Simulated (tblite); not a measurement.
## Run report: BHS, geometry relaxation

BHS, SMILES B=S, computed with GFN2-xTB geometry optimisation, gas phase (tblite 0.8.0).

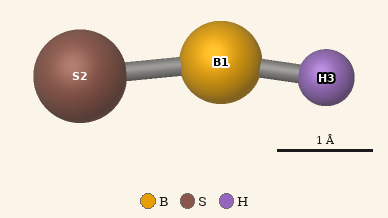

**Figure 1.** The starting structure (ball-and-stick view, seen at a tilt; atoms are numbered from 1 in the order of the input). Bond lengths as drawn: B–H 1.12 Å and B–S 1.49 Å.

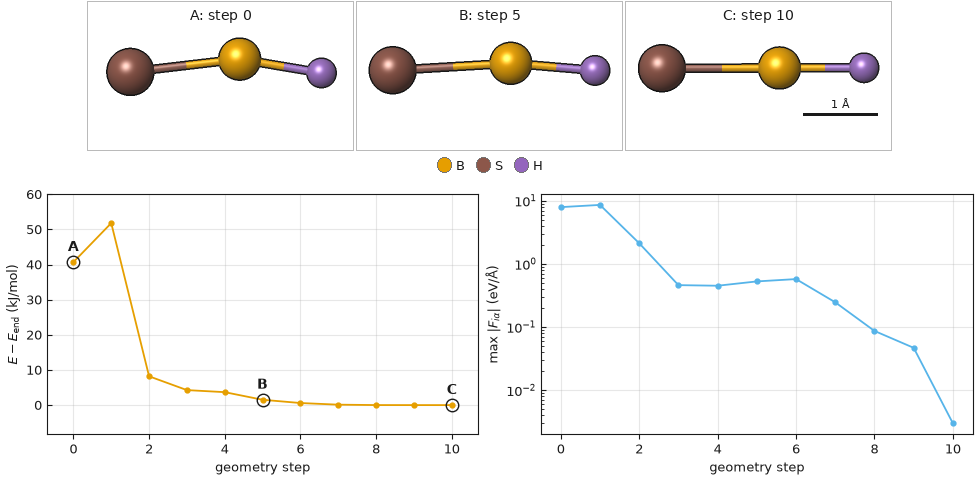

**Figure 2.** Frames of the relaxation (ball-and-stick view, seen on its broad side) above the curves, on which the letters mark them (steps are counted from 0).

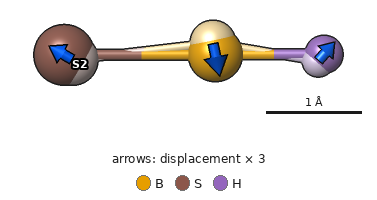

**Figure 3.** Start (faint) and end (solid) with the displacements as blue arrows, magnified 3 times (ball-and-stick view, seen on its broad side). The two geometries are laid on each other by the best rigid fit. Over 10 geometry steps the energy falls by 40.7 kJ/mol. The largest force component goes from 7.9 to 0.003 eV/Å. The atom that moves furthest after the best rigid fit is B1 (0.12 Å). Largest moves by element: B 0.12 Å, S 0.10 Å, H 0.09 Å. Among the contacts that change: B1–S2 1.490 → 1.592 Å, B1–H3 1.125 → 1.145 Å. Among the angles that change: S2–B1–H3 163.7° → 180.0°. (Atoms are counted from 1 in the order of the input.)

These pictures come from the run below.

The input
```
{"job": {"xc": "GFN2-xTB", "basis": "xTB", "kind": "relax"}, "charge": 0, "multiplicity": 1}
B     -0.110200     0.114900    -0.010600
S      1.372200    -0.036000    -0.046000
H     -1.216100    -0.089100     0.006400
```

The first line tells a small driver script what to run in tblite; the rest is the geometry in Å.

Launched with:
```bash
OMP_NUM_THREADS=1 python <driver script> task.json out
```

What the program printed
```
step      E/eV     max force
  0    -135.49944    7.955
  1    -135.38437    8.607
  2    -135.83620    2.209
  3    -135.87688    0.626
  4    -135.88296    0.467
  5    -135.90541    0.584
  6    -135.91501    0.579
  7    -135.91987    0.247
  8    -135.92103    0.088
  9    -135.92112    0.047
 10    -135.92114    0.003
```

Trajectory as extended XYZ (Å, eV, eV/Å), 11 frames, from step=0 to step=10
```
3
Properties=species:S:1:pos:R:3:forces:R:3 step=0 energy=-135.49944
B    -0.1102    0.1149   -0.0106   -7.1840   0.2650   0.1580
S     1.3722   -0.0360   -0.0460    7.9360  -0.5170  -0.1810
H    -1.2161   -0.0891    0.0064   -0.7520   0.2510   0.0230
3
Properties=species:S:1:pos:R:3:forces:R:3 step=1 energy=-135.38437
B    -0.2128    0.1187   -0.0083    8.6050   0.0200  -0.1790
S     1.4856   -0.0434   -0.0486   -4.0810   0.5770   0.1030
H    -1.2268   -0.0855    0.0067   -4.5240  -0.5970   0.0760
3
Properties=species:S:1:pos:R:3:forces:R:3 step=2 energy=-135.83620
B    -0.1552    0.1193   -0.0095    2.1290  -0.5860  -0.0620
S     1.4652   -0.0396   -0.0481   -1.6230   0.3710   0.0450
H    -1.2641   -0.0899    0.0074   -0.5060   0.2150   0.0170
3
Properties=species:S:1:pos:R:3:forces:R:3 step=3 energy=-135.87688
B    -0.1345    0.1083   -0.0103   -0.4220  -0.4620  -0.0050
S     1.4441   -0.0339   -0.0475    0.4510   0.1710  -0.0040
H    -1.2638   -0.0846    0.0075   -0.0290   0.2910   0.0090
3
Properties=species:S:1:pos:R:3:forces:R:3 step=4 energy=-135.88296
B    -0.1362    0.1022   -0.0104   -0.1180  -0.4520  -0.0110
S     1.4482   -0.0314   -0.0475    0.1680   0.1830   0.0020
H    -1.2660   -0.0810    0.0077   -0.0500   0.2690   0.0090
3
Properties=species:S:1:pos:R:3:forces:R:3 step=5 energy=-135.90541
B    -0.1382    0.0579   -0.0117    0.5050  -0.2930  -0.0190
S     1.4626   -0.0127   -0.0472   -0.5290   0.1340   0.0150
H    -1.2784   -0.0553    0.0087    0.0250   0.1580   0.0040
3
Properties=species:S:1:pos:R:3:forces:R:3 step=6 energy=-135.91501
B    -0.1361    0.0225   -0.0128    0.4240  -0.1300  -0.0130
S     1.4666    0.0021   -0.0469   -0.5760   0.0560   0.0140
H    -1.2847   -0.0347    0.0094    0.1530   0.0750  -0.0010
3
Properties=species:S:1:pos:R:3:forces:R:3 step=7 energy=-135.91987
B    -0.1334    0.0031   -0.0134    0.0850  -0.0370  -0.0030
S     1.4629    0.0098   -0.0465   -0.2470   0.0140   0.0060
H    -1.2835   -0.0231    0.0098    0.1620   0.0240  -0.0030
3
Properties=species:S:1:pos:R:3:forces:R:3 step=8 energy=-135.92103
B    -0.1328   -0.0028   -0.0136   -0.0870  -0.0110   0.0010
S     1.4585    0.0121   -0.0464    0.0170   0.0040   0.0000
H    -1.2797   -0.0194    0.0098    0.0710   0.0070  -0.0010
3
Properties=species:S:1:pos:R:3:forces:R:3 step=9 energy=-135.92112
B    -0.1333   -0.0045   -0.0137   -0.0470  -0.0030   0.0010
S     1.4579    0.0128   -0.0464    0.0210   0.0010   0.0000
H    -1.2786   -0.0185    0.0098    0.0260   0.0020   0.0000
3
Properties=species:S:1:pos:R:3:forces:R:3 step=10 energy=-135.92114
B    -0.1338   -0.0052   -0.0137   -0.0030   0.0000   0.0000
S     1.4578    0.0131   -0.0463    0.0030   0.0000   0.0000
H    -1.2781   -0.0181    0.0098    0.0000   0.0000   0.0000
```

Key numbers

```tsv
quantity	value
outcome	converged
total energy	−135.9211 eV
hardware	1 CPU thread, shared host
peak memory	0.18 GiB
```
